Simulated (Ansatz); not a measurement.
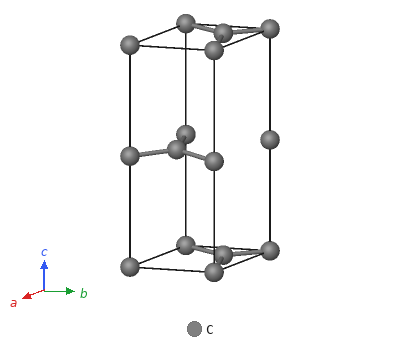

C, space group P6_3mc (No. 186), a = 2.470 Å, b = 2.470 Å, c = 6.790 Å, α = 90.00°, β = 90.00°, γ = 120.00°

```json
{"site": "C1", "Wyckoff": "2a", "x": "0.0000", "y": "0.0000", "z": "0.0000"}
{"site": "C2", "Wyckoff": "2b", "x": "0.3333", "y": "0.6667", "z": "0.0050"}
```

Source: a calculation's input that goes back to an entry of the Crystallography Open Database (an earlier step may have relaxed or displaced it).

How is the cell volume shared among the sites in a plain Voronoi partition?

```tsv
site	faces above 1 % of the sphere	volume (Å³)	solid angle by neighbour (%)
C1	5	8.79	C 100
C2	9	9.14	C 100
```

Weighted by multiplicity the volumes add up to the cell volume, 35.9 Å³.

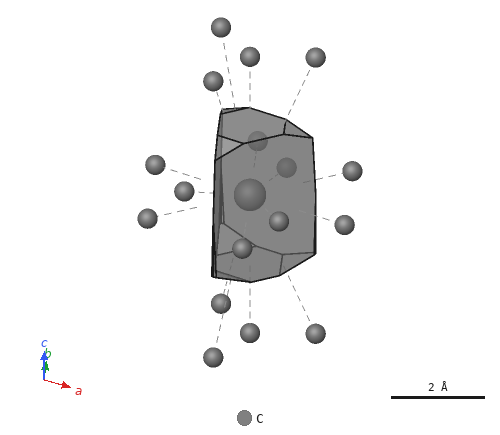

The computed Voronoi cell of C1, with the neighbours that bound it.
